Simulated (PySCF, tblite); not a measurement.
# B₂H₄O₂, a small molecule taken as a stand-in for a surface group (boric unit): NMR shifts, core binding energies and electronic excitations, part 2 of 2

tblite 0.8.0 and PySCF 2.14.0. Atoms count from 0, parts from 1. The steps go on from the part before.

## 5. Core-electron binding energies: SCAN, X2C

What the job is given:

```
{"job": {"kind": "xps", "holes": 5}, "charge": 0, "multiplicity": 1}
O     -0.057396     1.664335     0.105560
B      0.037793     0.343239    -0.204154
O      0.176319     0.024402    -1.529959
B     -0.027769    -0.770739     1.086822
H     -0.014536     2.214217    -0.687638
H      0.238540    -0.917545    -1.706571
H      0.965287    -1.131348     1.679870
H     -1.071183    -1.255629     1.466757
```

With the program's defaults for keys left out, this is: delta-SCF UKS SCAN, pcX-2 on the ionised atom, pcseg-1 elsewhere, spin-free X2C.

The log of the run:

```text
ground state, core basis on atom 0 (O), 107 functions
  cycle   1  E = -202.50283685  |g| = 9.13e-01
  cycle   2  E = -202.16923980  |g| = 1.62e+00
  cycle   3  E = -202.64610654  |g| = 1.27e-01
  cycle   4  E = -202.64892322  |g| = 6.54e-02
  cycle   5  E = -202.64959228  |g| = 2.71e-02
  cycle   6  E = -202.64973558  |g| = 4.66e-03
  cycle   7  E = -202.64974094  |g| = 1.26e-03
  cycle   8  E = -202.64974089  |g| = 2.22e-04
  E(ground) = -202.65542258 Eh
hole in O 1s of atom 0
  cycle   1  E = -182.03971560  |g| = 2.21e+00
  cycle   2  E = -181.71621872  |g| = 2.11e+00
  cycle   3  E = -182.77653117  |g| = 4.44e-01
  cycle   4  E = -182.77328663  |g| = 4.09e-01
  cycle   5  E = -182.83803084  |g| = 4.41e-02
  cycle   6  E = -182.83880378  |g| = 8.72e-03
  cycle   7  E = -182.83884967  |g| = 2.17e-03
  cycle   8  E = -182.83885244  |g| = 7.42e-04
  cycle   9  E = -182.83885229  |g| = 2.01e-04
  E(ion) = -182.84542624 Eh   <S^2> = 0.7612   hole on atom = 1.000   binding energy = 539.057 eV
ground state, core basis on atom 1 (B), 107 functions
  cycle   1  E = -202.61767731  |g| = 8.39e-02
  cycle   2  E = -202.61572087  |g| = 1.25e-01
  cycle   3  E = -202.61860688  |g| = 1.75e-02
  cycle   4  E = -202.61864030  |g| = 1.11e-02
  cycle   5  E = -202.61866449  |g| = 2.55e-03
  cycle   6  E = -202.61866581  |g| = 2.16e-04
  E(ground) = -202.62772470 Eh
hole in B 1s of atom 1
  cycle   1  E = -194.99177319  |g| = 1.17e+00
  cycle   2  E = -194.08382426  |g| = 1.64e+00
  cycle   3  E = -195.30902961  |g| = 3.35e-01
  cycle   4  E = -195.36956301  |g| = 1.18e-01
  cycle   5  E = -195.37207641  |g| = 7.61e-02
  cycle   6  E = -195.37453473  |g| = 1.84e-02
  cycle   7  E = -195.37455071  |g| = 1.85e-02
  cycle   8  E = -195.37468988  |g| = 3.35e-03
  cycle   9  E = -195.37469675  |g| = 1.11e-03
  cycle  10  E = -195.37469907  |g| = 2.97e-04
  E(ion) = -195.38294033 Eh   <S^2> = 0.7708   hole on atom = 1.000   binding energy = 197.141 eV
ground state, core basis on atom 2 (O), 107 functions
  cycle   1  E = -202.64926231  |g| = 1.02e-01
  cycle   2  E = -202.64811963  |g| = 9.33e-02
  cycle   3  E = -202.64903042  |g| = 5.88e-02
  cycle   4  E = -202.64962531  |g| = 6.79e-03
  cycle   5  E = -202.64963316  |g| = 8.70e-04
  cycle   6  E = -202.64963379  |g| = 1.46e-04
  E(ground) = -202.65538037 Eh
hole in O 1s of atom 2
  cycle   1  E = -182.02822816  |g| = 2.22e+00
  cycle   2  E = -181.65919279  |g| = 2.14e+00
  cycle   3  E = -182.75635734  |g| = 4.76e-01
  cycle   4  E = -182.75363325  |g| = 4.46e-01
  cycle   5  E = -182.82976165  |g| = 4.79e-02
  cycle   6  E = -182.83071224  |g| = 1.21e-02
  cycle   7  E = -182.83080591  |g| = 2.27e-03
  cycle   8  E = -182.83081023  |g| = 6.96e-04
  cycle   9  E = -182.83081025  |g| = 2.91e-04
  E(ion) = -182.83697288 Eh   <S^2> = 0.7615   hole on atom = 1.000   binding energy = 539.286 eV
ground state, core basis on atom 3 (B), 107 functions
  cycle   1  E = -202.61003566  |g| = 7.31e-02
  cycle   2  E = -202.60831077  |g| = 1.12e-01
  cycle   3  E = -202.61066795  |g| = 1.63e-02
  cycle   4  E = -202.61070281  |g| = 9.70e-03
  cycle   5  E = -202.61072180  |g| = 1.13e-03
  cycle   6  E = -202.61072141  |g| = 1.29e-04
  E(ground) = -202.62059097 Eh
hole in B 1s of atom 3
  cycle   1  E = -194.99641463  |g| = 1.14e+00
  cycle   2  E = -192.93708162  |g| = 2.01e+00
  cycle   3  E = -195.12796655  |g| = 7.61e-01
  cycle   4  E = -195.35249482  |g| = 2.30e-01
  cycle   5  E = -195.38352299  |g| = 6.77e-02
  cycle   6  E = -195.38516140  |g| = 2.40e-02
  cycle   7  E = -195.38542897  |g| = 1.18e-02
  cycle   8  E = -195.38545740  |g| = 1.10e-02
  cycle   9  E = -195.38552523  |g| = 3.18e-03
  cycle  10  E = -195.38554704  |g| = 2.51e-03
  cycle  11  E = -195.38556440  |g| = 8.59e-04
  cycle  12  E = -195.38556676  |g| = 5.29e-04
  cycle  13  E = -195.38556814  |g| = 2.06e-04
  E(ion) = -195.39504675 Eh   <S^2> = 0.7942   hole on atom = 1.000   binding energy = 196.617 eV
```

Run time: 33 s. Hardware: 1 thread of Arm Neoverse N1, shared host; peak memory 0.41 GiB.

Binding energies by hole, beside the orbital energy of the ground state; the difference holds orbital relaxation and, for a density functional, its self-interaction error:

```tsv
hole	stands for	environment	ΔSCF (eV)	−ε (eV)	⟨S²⟩
O1s on O0	O0	oxygen bonded to B, H	539.06	516.8	0.761
B1s on B1	B1	boron bonded to B, 2 O	197.14	180.6	0.771
O1s on O2	O2	oxygen bonded to B, H	539.29	517.1	0.761
B1s on B3	B3	boron bonded to B, 2 H	196.62	180.3	0.794
```

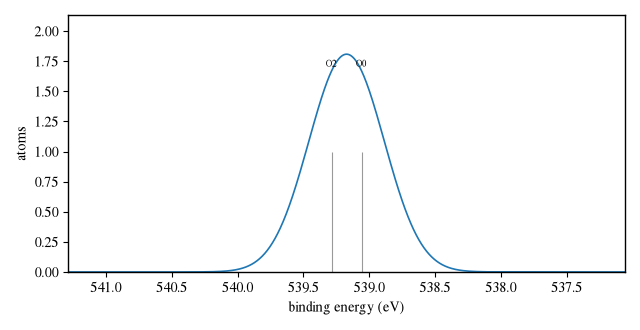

The O1s photoelectron lines, weighted by the number of atoms. Lines are broadened to a width of 0.60 eV (Gaussian).

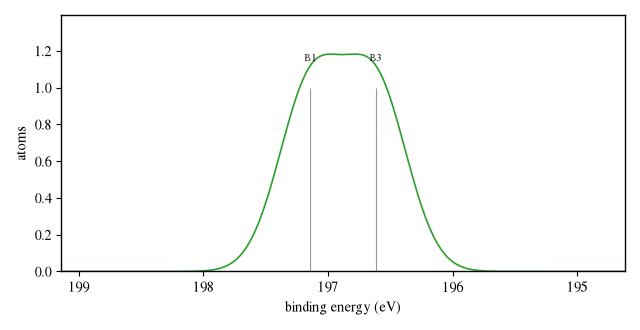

The B1s photoelectron lines, weighted by the number of atoms. Lines are broadened to a width of 0.60 eV (Gaussian).

## 6. Ultraviolet spectrum: CAM-B3LYP/def2-SVPD

Same as in step 5 but for these lines:

```diff
@@ -1,2 +1,2 @@
-{"job": {"kind": "xps", "holes": 5}, "charge": 0, "multiplicity": 1}
+{"job": {"kind": "uv", "xc": "CAM-B3LYP", "basis": "def2-SVPD", "nstates": 6, "ntriplets": 2, "ip": true}, "charge": 0, "multiplicity": 1}
 O     -0.057396     1.664335     0.105560
```

Method: TDDFT CAM-B3LYP/def2-SVPD, vertical, gas phase, core orbitals frozen in the response.

The log of the run:

```text
coarse grid: 6824 points
cycle   1  E = -202.2276972430  dE =  3.490e-01  |g| = 8.063e-01  |ddm| = 3.248e+00
cycle   2  E = -202.1644063546  dE =  6.329e-02  |g| = 1.029e+00  |ddm| = 1.574e+00
cycle   3  E = -202.3544665747  dE = -1.901e-01  |g| = 3.721e-02  |ddm| = 8.058e-01
cycle   4  E = -202.3548254115  dE = -3.588e-04  |g| = 9.647e-03  |ddm| = 7.706e-02
cycle   5  E = -202.3548518325  dE = -2.642e-05  |g| = 3.458e-03  |ddm| = 2.176e-02
cycle   6  E = -202.3548541514  dE = -2.319e-06  |g| = 1.755e-03  |ddm| = 5.610e-03
final grid: 66320 points
cycle   7  E = -202.3995517334  dE = -2.282e-05  |g| = 2.926e-03  |ddm| = 3.739e-02
cycle   8  E = -202.3995508541  dE =  8.793e-07  |g| = 3.805e-03  |ddm| = 5.702e-03
cycle   9  E = -202.3995534036  dE = -2.550e-06  |g| = 1.882e-04  |ddm| = 2.686e-03
cycle  10  E = -202.3995534104  dE = -6.712e-09  |g| = 1.506e-04  |ddm| = 3.709e-04
cycle  11  E = -202.3995534145  dE = -4.166e-09  |g| = 2.435e-05  |ddm| = 1.219e-04
cycle  12  E = -202.3995534147  dE = -1.811e-10  |g| = 5.328e-06  |ddm| = 4.039e-05
converged SCF energy = -202.3995534147

Static polarisability (au): isotropic 37.973, principal 33.296 36.986 43.639

Singlet excitations
state   eV       nm        f      main configurations
  1   4.6794    265.0   0.00139   H->L 0.96
  2   5.5967    221.5   0.00001   H-2->L 0.81, H-1->L 0.15
  3   6.7538    183.6   0.00341   H-1->L 0.83, H-2->L 0.15
  4   7.7431    160.1   0.05686   H->L+1 0.90
  5   7.9883    155.2   0.03664   H->L+4 0.94
  6   8.0899    153.3   0.00306   H-3->L 0.96

Triplet excitations (Tamm-Dancoff, eV): 3.9012 4.8820
Vertical ionisation energy (delta-SCF) = 11.1529 eV
Vertical electron affinity (delta-SCF) = 0.0394 eV
```

Run time: 70 s. Hardware: 1 thread of Arm Neoverse N1, shared host; peak memory 0.55 GiB.

Frontier orbitals and where they lie:

```tsv
orbital	eV	atoms
HOMO−3	-12.25	O0 72 %, O2 13 %, B1 7 %
HOMO−2	-11.12	B3 38 %, H6 19 %, H7 19 %
HOMO−1	-10.95	O0 50 %, O2 27 %, B1 7 %
HOMO	-9.98	B3 36 %, B1 24 %, O2 16 %
LUMO	-0.92	B3 52 %, B1 13 %, H7 10 %
LUMO+1	0.67	B1 44 %, B3 16 %, O2 13 %
LUMO+2	1.66	B3 39 %, O0 18 %, O2 16 %
```

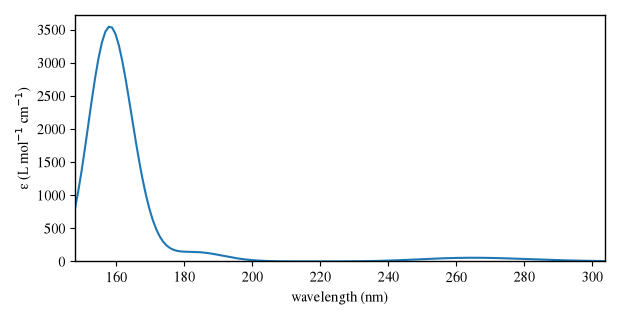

Absorption spectrum: each of the 6 states is a Gaussian band of 0.4 eV half-width at 1/e. Beyond the last state computed it falls off for lack of states.

Further results of this job:

```tsv
property	computed
dipole moment (D)	1.59
polarisability (Å³)	5.63
HOMO–LUMO gap (eV)	9.06
−ε(HOMO) (eV)	9.98
```

## 7. Results

This closing draws on all 2 parts.

| quantity | value |
| --- | --- |
| point group | Cs |
| rotational constants (main isotopes) | 10.06, 7.84, 4.57 GHz |
| 1H shifts against TMS (PBE0/pcSseg-2, means over atoms taken as alike) | 9.43, 3.91, 3.70 ppm |
| 17O shifts against H2O (PBE0/pcSseg-2) | 132.8, 126.1 ppm |
| 11B shifts against BF3·OEt2 (PBE0/pcSseg-2) | 109.4, 34.7 ppm |
| surface potential, least and greatest | -1.27 V and 2.70 V |
| O1s binding energies, SCAN/pcX-2 | O2 539.29, O0 539.06 eV |
| B1s binding energies, SCAN/pcX-2 | B1 197.14, B3 196.62 eV |
| lowest singlet (CAM-B3LYP/def2-SVPD) | 4.68 eV (265 nm), f = 0.001 |
| brightest single state of those computed | state 4, 7.74 eV, f = 0.057 |
| lowest triplet | 3.90 eV |
| vertical ionisation energy (ΔSCF) | 11.15 eV |
| vertical electron affinity (ΔSCF) | 0.04 eV |

**Reading.** The optimisation took 5 steps and gained 0.103 eV; among the close pairs (by a distance rule), B3–H6 changed most, from 1.155 to 1.212 Å (PBE0/def2-SVP). No frequency check was run at this level, so the end point may be a saddle. At PBE0/pcSseg-2: The largest span, 267 ppm, is at B3, where the paramagnetic term is -204 ppm. At PBE0/pcSseg-2, counted by nearest atom on the grid, the HOMO lies on B1, B3 about 28 % each; O2 16 %, the LUMO on B3 53 %; H6, H7 about 15 % each. The O1s levels kept as sound span 0.23 eV, from O0 (oxygen bonded to B, H) up to O2 (oxygen bonded to B, H). B1 (boron bonded to B, 2 O) binds its B1s electron 0.52 eV more tightly than B3 (boron bonded to B, 2 H). The lowest singlet, at 4.68 eV, is HOMO→LUMO 0.96 and is weak; of the 6 states computed, the strongest absorption comes from state 4 at 7.74 eV. The lowest triplet lies 0.78 eV below the lowest singlet (triplets in Tamm-Dancoff, singlets in full TDDFT). ΔSCF puts the ionisation energy at 11.15 eV, 1.17 eV above −ε(HOMO).
